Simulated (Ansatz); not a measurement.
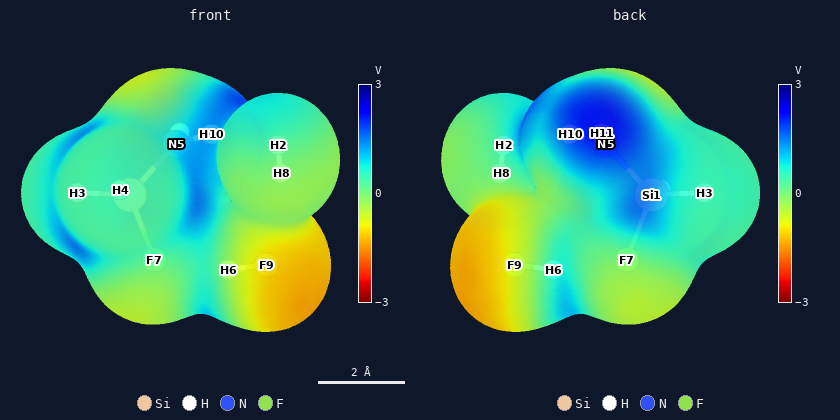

*FH4NSi···H2···HF. The molecular electrostatic potential painted on the density surface at 0.002 e/bohr³, seen from the front and from behind; red is negative and blue positive.*

The product side of a reaction path; geometry: PBE0-D4/def2-TZVP.

These are results of RKS PBE0-D4/def2-TZVPP in Ansatz 0.2.0, not measurements.

Input

```
crystal:
  periodic: [false, false, false]
  atoms:
    - {symbol: Si, position_ang: [-0.825142, -0.921424, -0.750936]}
    - {symbol: H, position_ang: [1.560211, 0.274139, 2.374670]}
    - {symbol: H, position_ang: [-2.024499, -1.279192, -1.534290]}
    - {symbol: H, position_ang: [-0.074477, -2.069086, -0.205368]}
    - {symbol: N, position_ang: [-1.258096, 0.130194, 0.495507]}
    - {symbol: H, position_ang: [1.366629, 0.888749, -1.214278]}
    - {symbol: F, position_ang: [0.193388, -0.248359, -1.831906]}
    - {symbol: H, position_ang: [1.735441, 0.608260, 1.728256]}
    - {symbol: F, position_ang: [1.906618, 1.412735, -0.665361]}
    - {symbol: H, position_ang: [-0.608472, 0.374016, 1.226141]}
    - {symbol: H, position_ang: [-1.971699, 0.830068, 0.377664]}
basis:
  gaussian: {orbitals: def2-TZVPP}
hamiltonian: {xc: pbe0, dispersion: d4}
output: {orbitals: {seedname: orbitals}}
```

Command:

```sh
ansatz run in.yaml --threads 4 --pin off --events-out ev --progress --plain --max-ram 9574MiB
```

**Which sites attract a positive test charge, and which a negative one?**

A positive charge is drawn to the negative regions and a negative charge to the positive ones. The most negative region (about −1.4 V) lies over F9, the most positive (about +2.2 V) over H11.
